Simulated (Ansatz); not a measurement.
## A computed series for InSe: pressure series

Take InSe in the beta-GaS type structure (space group P6_3/mmc, No. 194; a = 4.017 Å, c = 16.933 Å; layered, stacked along the Cartesian z axis) as the base.

Cell and atoms are relaxed at each pressure.

Calculations: r2SCAN+rVV10 (Ansatz, a quantum-chemistry and plane-wave program; PAW; 500 eV plane waves; no spin-orbit coupling).

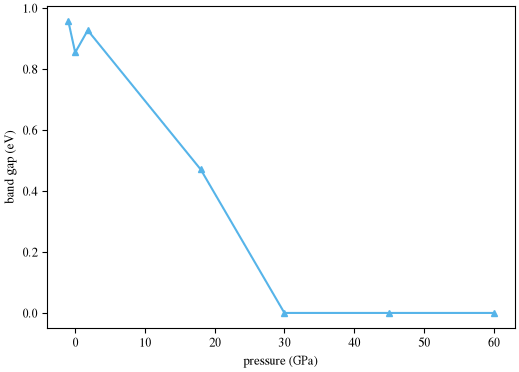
Band gap against pressure

Task: From the plot, what is the band gap for pressure 45 GPa?

Result: About 0.00 eV.

Task: Is the trend monotonic over the range shown?

Result: No, it turns within the range, spanning zero to 0.96 eV.

The mesh was chosen for an insulator and is coarse for the gapless case. From pressure 60 GPa on, the axis ratios lie over 15 % from the base's, so the cell there is far from its starting form. Load acts through the strain it causes; cell and atoms are relaxed under it. Whether these cells are dynamically stable was not tested. No other phases were tried under pressure. The final runs are not spin-polarised. A zero or small gap of InSe under pressure 30 GPa can be the functional's error rather than a property of the material.
